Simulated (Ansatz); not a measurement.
# HgTe, response to strain

Take HgTe in the zinc blende structure (space group F-43m, No. 216; a = 6.651 Å) as the base.

Strains are applied to the cell and any free atomic positions relax.

Computed with PBE in Ansatz (plane waves to 420 eV, PAW, spin-orbit coupling left out), earlier PAW set.

Notes on the quantities. energy relative to the base: free energy F.

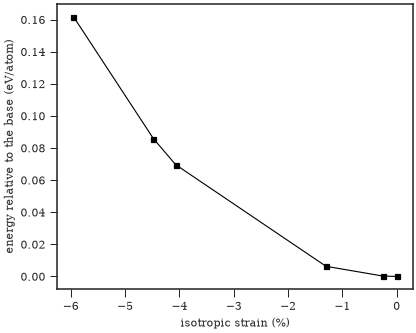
Energy relative to the base against isotropic strain

Q: From the plot, what is the energy relative to the base for isotropic strain −1.30 %?

A: About 0.01 eV/atom.

Q: Is the trend monotonic over the range shown?

A: Yes, it falls throughout, spanning 0 meV/atom to +162 meV/atom.

Whether these cells are dynamically stable was not tested. All final runs are without spin polarisation.

Ansatz is a program for electronic structure.
